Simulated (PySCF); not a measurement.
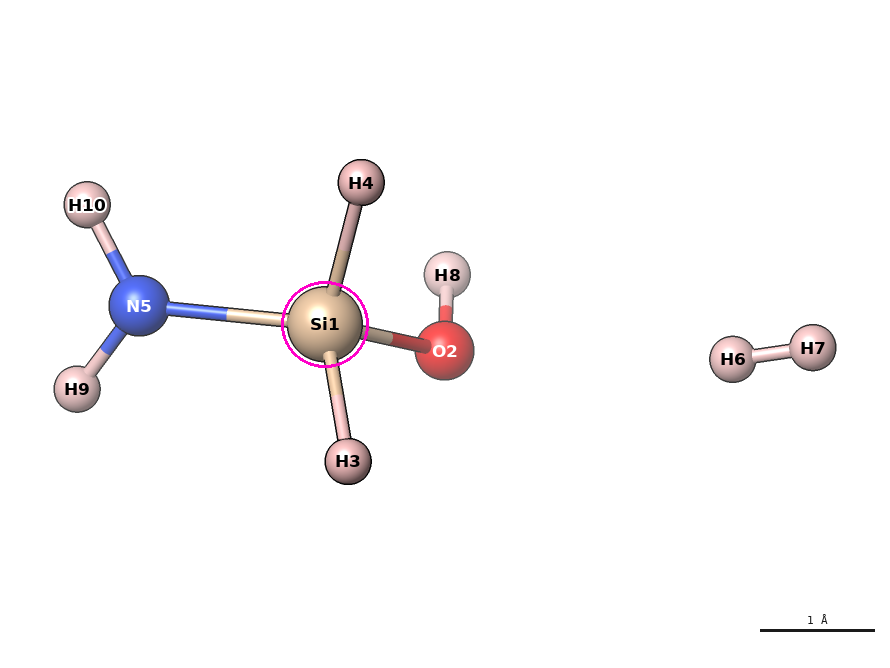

Orthographic view. Depth is shown by fading: the farther an atom, the more it takes the colour of the background. Computed geometry: PBE0-D4/def2-TZVP optimisation. No frequency run is at hand to confirm it as a minimum.

Q: Which atoms are bonded to the circled atom?

A: The circled atom is Si1; it is bonded to O2, H3, H4, N5.

Q: Which atom is farthest from the viewer?

A: H8, 1.5 Å behind the mean position.

Q: Of Si1 and O2, which is nearer the viewer?

A: Si1; the bond to O2 points away from the viewer, so it looks shorter than its 1.65 Å.
